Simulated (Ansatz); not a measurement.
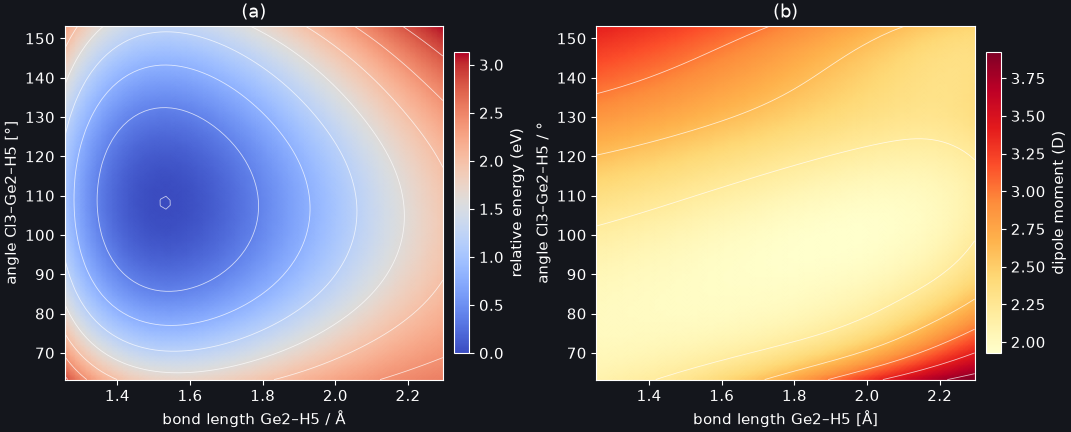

ClGeH₂O, SMILES [O][GeH2][Cl], spin multiplicity 2. 
- Coordinates scanned: (1) bond length Ge2–H5; (2) angle Cl3–Ge2–H5.
- Nothing is relaxed (all other coordinates rigid).
- The grid has 9 × 9 points.
- Points are written as (first, second).
- Energies: eV, counted from the lowest grid point.
- Method: Ansatz 0.2.0, UKS PBE0-D4/def2-TZVP.

Panel (a) is the energy and panel (b) the computed dipole moment on the same grid.

In the figure: a smooth colour map with a few white contour lines. Between grid points the surface is interpolated.

How does the dipole moment vary over the map, and what is it at the lowest grid point?

Leaving out the highest fifth of the energies, it runs from 1.93 D at (1.906 Å, 96.9°) to 3.32 D at (1.385 Å, 153.2°). At the lowest grid point, (1.516 Å, 108.2°), it is 2.17 D.
